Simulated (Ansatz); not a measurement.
# What a change does: single-point calculation on BSiH2BrOF2

System: BSiH2BrOF2.
Method of run A: RKS PBE-D4/def2-TZVPP (Ansatz 0.2.0).

The geometry comes from this level: PBE0-D4/def2-TZVP. Text and figures count atoms from 1; the logs count them from 0 in places.

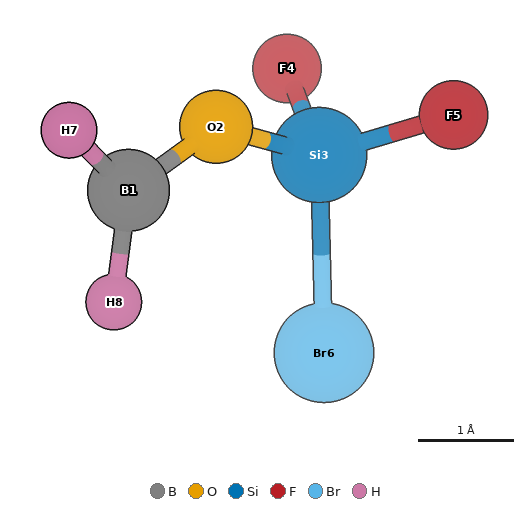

**Figure 1.** The input geometry (ball-and-stick view, seen at a tilt; atoms are numbered from 1 in the order of the input).

**Input file, run A**
```yaml
crystal:
  periodic: [false, false, false]
  atoms:
    - {symbol: B, position_ang: [-0.482470, -1.526863, 0.263979]}
    - {symbol: O, position_ang: [0.316083, -0.451646, 0.475891]}
    - {symbol: Si, position_ang: [0.499985, 1.055980, -0.068458]}
    - {symbol: F, position_ang: [0.364947, 2.036361, 1.150682]}
    - {symbol: F, position_ang: [1.956357, 1.196361, -0.638704]}
    - {symbol: Br, position_ang: [-0.937528, 1.603351, -1.604319]}
    - {symbol: H, position_ang: [-0.265605, -2.505251, 0.914553]}
    - {symbol: H, position_ang: [-1.359770, -1.465194, -0.549224]}
basis:
  gaussian: {orbitals: def2-TZVPP}
hamiltonian: {xc: pbe, dispersion: d4}
output: {forces: true, orbitals: {seedname: orbitals}}
```

Hardware: 4 threads of Oxide Virtual Turin-like, 27 GiB of memory available, shared host.

**Output (run A)**
```
Functional definition: PBE
  parameter kappa = 0.804
  parameter beta = 0.06672455060314922
  exchange = pbe_x(kappa = kappa, mu = beta*pi^2/3)
  correlation = pbe_c(beta = beta)
1414 factors; their error is unknown
mean field evaluation 1: about -86093.0993 eV, gradient 7.4e1 eV
mean field evaluation 2: about -86058.3496 eV, gradient 1.6e2 eV
mean field evaluation 4: about -86101.2014 eV, gradient 1.3e1 eV
mean field evaluation 8: about -86101.4542 eV, gradient 1.6e-1 eV
mean field evaluation 16: about -86101.4098 eV, gradient 2.8e-4 eV
mean field -86101.40976791 eV, -3164.1684473390 hartree, gradient 3.4e-5 eV, S^2 0.000000; 0 other end points of the search recorded, 0 dependent functions left out
the calculation of the forces begins
reference -86101.40980995 eV, -3164.1684488838 hartree; 41, 41 occupied and 201, 201 virtual orbitals, 1414 factors
Total energy: -86101.63349559 eV, -3164.1766691798 hartree
Atom 0 at    -0.482470    -1.526863     0.263979 Å, force    -0.164779    -0.206518    -0.051202 eV/Å
Atom 1 at     0.316083    -0.451646     0.475891 Å, force     0.154534    -0.339081     0.296974 eV/Å
Atom 2 at     0.499985     1.055980    -0.068458 Å, force    -0.317100     0.086076    -0.324209 eV/Å
Atom 3 at     0.364947     2.036361     1.150682 Å, force    -0.071582     0.441116     0.583165 eV/Å
Atom 4 at     1.956357     1.196361    -0.638704 Å, force     0.682245     0.042473    -0.264890 eV/Å
Atom 5 at    -0.937528     1.603351    -1.604319 Å, force    -0.219886     0.083781    -0.234497 eV/Å
Atom 6 at    -0.265605    -2.505251     0.914553 Å, force     0.035339    -0.115750     0.086624 eV/Å
Atom 7 at    -1.359770    -1.465194    -0.549224 Å, force    -0.098771     0.007902    -0.091964 eV/Å
Dipole moment:    -0.137959    -0.108464    -0.071919 e Å
```

For run B the input was changed thus:
```diff
-hamiltonian: {xc: pbe, dispersion: d4}
+hamiltonian: {xc: {name: wB97M-V}}
```

How does run B compare with run A?

The total energies belong to different models, so their difference says nothing on which is more stable or more accurate. The largest force goes from 0.735 to 0.304 eV/Å. The HOMO goes from −7.64 to −11.49 eV. The LUMO goes from −2.23 to 0.72 eV. The dipole moment goes from 0.91 to 1.05 D. On the same kind of shared host run B took about 3.7 times as long.

**Output (run B)**
```
Functional definition: wB97M-V
  parameter omega = 0.3/bohr
  parameter cx = 0.15
  parameter cx01 = 1.007
  parameter cx10 = 0.259
  parameter css00 = 0.443
  parameter css04 = -1.437
  parameter css10 = -4.535
  parameter css20 = -3.390
  parameter css43 = 4.278
  parameter cos00 = 1.000
  parameter cos10 = 1.358
  parameter cos20 = 2.924
  parameter cos21 = -8.812
  parameter cos60 = -1.390
  parameter cos61 = 9.142
  parameter b = 6.0
  parameter c = 0.01
  gx(w, u) = 1 - cx + cx01*u + cx10*w
  gss(w, u) = css00 + css04*u^4 + css10*w + css20*w^2 + css43*w^4*u^3
  gos(w, u) = cos00 + cos10*w + (cos20 + cos21*u)*w^2 + (cos60 + cos61*u)*w^6
  exchange = spin_sum(e_x_unif_sr(omega)*gx(b97_w, b97_u_x)) + cx*exact_x_sr(omega) + exact_x_lr(omega)
  correlation = spin_sum(e_c_pw_mod_same_spin*gss(b97_w, b97_u_same))
      + integral(e_c_pw_mod_opposite_spin*gos(b97_w_opposite, b97_u_opposite)) + vv10(b, c)
1449 factors; their error is unknown
272 factors; integrals over basis functions are off by at most 2.5e-5 eV
mean field evaluation 1: about -86112.8193 eV, gradient 5.9e1 eV
mean field evaluation 2: about -86111.9645 eV, gradient 6.7e1 eV
mean field evaluation 4: about -86118.0479 eV, gradient 2.3e0 eV
mean field evaluation 8: about -86118.0664 eV, gradient 3.2e-2 eV
mean field evaluation 16: about -86118.3302 eV, gradient 6.6e-5 eV
mean field -86118.33016141 eV, -3164.7902603312 hartree, gradient 6.6e-5 eV, S^2 0.000000; 0 other end points of the search recorded, 0 dependent functions left out
the calculation of the forces begins
reference -86118.33021159 eV, -3164.7902621752 hartree; 41, 41 occupied and 201, 201 virtual orbitals, 1449 factors
Total energy: -86118.33021159 eV, -3164.7902621752 hartree
Atom 0 at    -0.482470    -1.526863     0.263979 Å, force    -0.164482    -0.254410    -0.028701 eV/Å
Atom 1 at     0.316083    -0.451646     0.475891 Å, force     0.054886     0.033415     0.032537 eV/Å
Atom 2 at     0.499985     1.055980    -0.068458 Å, force    -0.088844    -0.017268    -0.072751 eV/Å
Atom 3 at     0.364947     2.036361     1.150682 Å, force    -0.029653     0.104721     0.109454 eV/Å
Atom 4 at     1.956357     1.196361    -0.638704 Å, force     0.132684     0.018355    -0.073505 eV/Å
Atom 5 at    -0.937528     1.603351    -1.604319 Å, force     0.015818    -0.012953     0.020604 eV/Å
Atom 6 at    -0.265605    -2.505251     0.914553 Å, force    -0.034291     0.126666    -0.088784 eV/Å
Atom 7 at    -1.359770    -1.465194    -0.549224 Å, force     0.113883     0.001473     0.101146 eV/Å
Dipole moment:    -0.155477    -0.133836    -0.075679 e Å
```

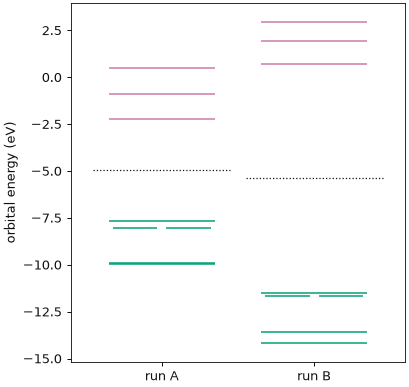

**Figure 2.** The five highest filled and three lowest empty orbital energies of the two runs; the dotted lines part filled from empty levels. The HOMO–LUMO gap is 5.41 eV in run A and 12.21 eV in run B.

**The two runs side by side**

```tsv
quantity	run A	run B
outcome	converged	converged
total energy (hartree)	−3164.176669	−3164.790262
HOMO (eV)	−7.64	−11.49
LUMO (eV)	−2.23	0.72
dipole moment (D)	0.91	1.05
largest force (eV/Å)	0.735	0.304
basis functions	242	242
wall time (shared host)	3.5 s	13 s
```
